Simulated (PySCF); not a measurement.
**One shape, several levels: C4H10O (2-methyl-1-propanol)**

Wanted: a comparison of 6 runs (HF/STO-3G, HF/3-21G, B3LYP/6-31G*, B2PLYP/cc-pVDZ, wB97M-V/cc-pVDZ, SCS-MP2/cc-pVDZ) of C4H10O (2-methyl-1-propanol). Input form: a Python script.

Program for the calculation: PySCF 2.14.0.

1 further run of the same task is left out (set aside as unsound or not needed).

### 1 Starting point

C4H10O has 15 atoms, charge 0, and is taken as a singlet. SMILES: `CC(C)CO`. The coordinates come from a PBE0-D4/def2-TZVP relaxation. This is one conformer, not always the lowest.

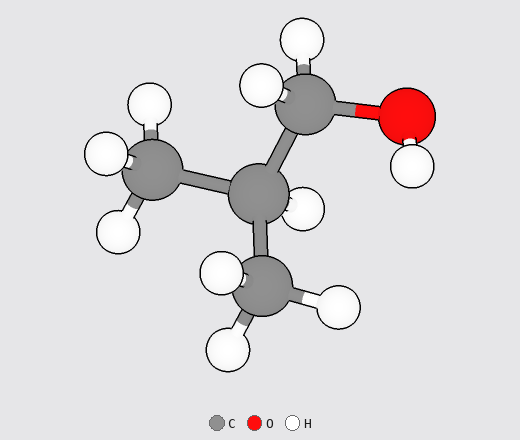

Viewed from a chosen angle; carbon grey, oxygen red, hydrogen white.

### 2 A single-point energy at HF/STO-3G (run 1)

run.py reads:

```python
# CC(C)CO
from pyscf import gto

mol = gto.Mole()
mol.atom = '''
C     -1.690171    -0.175934     2.080966
C      0.651389     0.233192     0.464684
C      2.133123    -2.209090     0.148910
C     -0.023244     1.298809    -2.121029
O     -1.223787     3.677974    -2.037692
H     -2.706277     1.589071     2.429999
H     -1.192795    -0.958091     3.925906
H     -2.990303    -1.504978     1.170118
H      1.859302     1.631967     1.403311
H      3.838979    -1.919017    -0.979445
H      0.989083    -3.650195    -0.796898
H      2.707978    -2.973673     1.978165
H      1.700376     1.580567    -3.224440
H     -1.189016    -0.086738    -3.148473
H     -2.864636     3.465947    -1.294084
'''
mol.basis = 'sto-3g'
mol.unit = 'bohr'
mol.verbose = 4
mol.max_memory = 1860
mol.build()

hf = mol.RHF()
hf.conv_tol = 1e-10
hf.kernel()
if not hf.converged:
    hf = hf.newton().run(hf.mo_coeff, hf.mo_occ)

energy = hf.e_tot
print('Final energy', energy)
```

Run with:

```
$ OMP_NUM_THREADS=1 python run.py
```

What it wrote:

```text
PySCF version 2.14.0

[... 67 lines left out ...]
converged SCF energy = -229.288296693201
Final energy -229.28829669320112
```

Run time: 1.9 s. Hardware: 1 thread of Intel Xeon at 2.70GHz, shared host; peak memory 0.12 GiB.

### 3 A single-point energy at HF/3-21G (run 2)

Changes to run.py since step 2:

```diff
@@ -1,3 +1,2 @@
-# CC(C)CO
-from pyscf import gto
+from pyscf import gto, scf
 
@@ -21,15 +20,16 @@
 '''
-mol.basis = 'sto-3g'
+mol.verbose = 4
+mol.basis = '3-21g'
 mol.unit = 'bohr'
-mol.verbose = 4
 mol.max_memory = 1860
+mol.charge = 0
 mol.build()
 
-hf = mol.RHF()
-hf.conv_tol = 1e-10
-hf.kernel()
-if not hf.converged:
-    hf = hf.newton().run(hf.mo_coeff, hf.mo_occ)
+calc0 = scf.RHF(mol)
+calc0.conv_tol = 1e-10
+calc0.kernel()
+if not calc0.converged:
+    calc0 = calc0.newton().run(calc0.mo_coeff, calc0.mo_occ)
 
-energy = hf.e_tot
-print('Final energy', energy)
+e_tot = calc0.e_tot
+print('Final energy', e_tot)
```

Run with:

```
$ OMP_NUM_THREADS=1 python run.py
```

What it wrote:

```text
PySCF version 2.14.0

[... 69 lines left out ...]
converged SCF energy = -230.862599226678
Final energy -230.86259922667784
```

It took 1.6 s on 1 thread of Intel Xeon at 2.70GHz, shared host; peak memory 0.12 GiB.

Runs 3 to 5 aren't shown in full; the table further down has their settings and results.

### 4 A single-point energy at SCS-MP2/cc-pVDZ (run 6)

calc.py reads:

```python
from pyscf import gto, scf, mp

molecule = gto.M(
    atom='''
C   -0.894400  -0.093100   1.101200
C    0.344700   0.123400   0.245900
C    1.128800  -1.169000   0.078800
C   -0.012300   0.687300  -1.122400
O   -0.647600   1.946300  -1.078300
H   -1.432100   0.840900   1.285900
H   -0.631200  -0.507000   2.077500
H   -1.582400  -0.796400   0.619200
H    0.983900   0.863600   0.742600
H    2.031500  -1.015500  -0.518300
H    0.523400  -1.931600  -0.421700
H    1.433000  -1.573600   1.046800
H    0.899800   0.836400  -1.706300
H   -0.629200  -0.045900  -1.666100
H   -1.515900   1.834100  -0.684800
''',
    max_memory=1860,
    basis='cc-pvdz',
    spin=0,
    charge=0,
    verbose=3,
)

myscf = scf.RHF(molecule)
myscf.conv_tol = 1e-10
myscf.kernel()
if not myscf.converged:
    myscf = myscf.newton().run(myscf.mo_coeff, myscf.mo_occ)

pt = mp.MP2(myscf, frozen=5).run()
energy = myscf.e_tot + 1.2 * pt.e_corr_os + pt.e_corr_ss / 3
print('E = %.10f Eh' % energy)
```

Run with:

```
$ OMP_NUM_THREADS=1 python calc.py
```

What it wrote:

```text
converged SCF energy = -232.167239460295
E(RMP2) = -232.937327321014  E_corr = -0.770087860718738
E(SCS-RMP2) = -232.933529668071  E_corr = -0.766290207775448
E = -232.9335296681 Eh
```

Wall time 6.6 s (1 thread of Intel Xeon at 2.70GHz, shared host); peak memory 0.42 GiB.

### 5 The series

| run | level | integration grid | frozen core orbitals | energy (Eh) | dipole moment (D) of the reference | HOMO energy (eV) | LUMO energy (eV) | wall time |
| --- | --- | --- | --- | --- | --- | --- | --- | --- |
| 1 | HF/STO-3G | – | – | -229.288297 | 1.50 | -9.29 | 15.57 | 1.9 s |
| 2 | HF/3-21G | – | – | -230.862599 | 2.03 | -11.30 | 6.67 | 1.6 s |
| 3 | B3LYP/6-31G* (spherical functions) | 5 | – | -233.658035 | 1.62 | -7.06 | 1.97 | 35 s |
| 4 | B2PLYP/cc-pVDZ | 5 | 5 | -233.411365 | 1.58 | -9.00 | 2.75 | 50 s |
| 5 | wB97M-V/cc-pVDZ | 5 | – | -233.544660 | 1.49 | -9.84 | 3.40 | 4.3 min |
| 6 | SCS-MP2/cc-pVDZ | – | 5 | -232.933530 | 1.71 | -11.53 | 4.77 | 6.6 s |

### 6 What came out

| quantity | value |
| --- | --- |
| run 6: total energy | -232.93353 Eh |
| run 6: dipole moment (Hartree–Fock density) | 1.71 D |
| run 6: HOMO energy (Hartree–Fock orbitals) | -11.53 eV |
| run 6: LUMO energy (Hartree–Fock orbitals) | 4.77 eV |
| run 6: HOMO–LUMO gap (Hartree–Fock orbitals) | 16.30 eV |
| run 6: correlation energy (5 core orbitals frozen) | -766.3 mEh |

What this shows: Over runs 1, 2, 3, 4, 5 the dipole moment (its size) runs from 1.49 D (wB97M-V/cc-pVDZ) to 2.03 D (HF/3-21G). The two ends differ in method and basis. Over runs 1, 2, 3, 4, 5 the HOMO–LUMO gap runs from 9.03 eV (B3LYP/6-31G*) to 24.87 eV (HF/STO-3G). Totals of different functionals can't be ranked against each other. In run 1 the basis is minimal, so the values are rough. All runs together took 5.9 min, the longest 4.3 min.
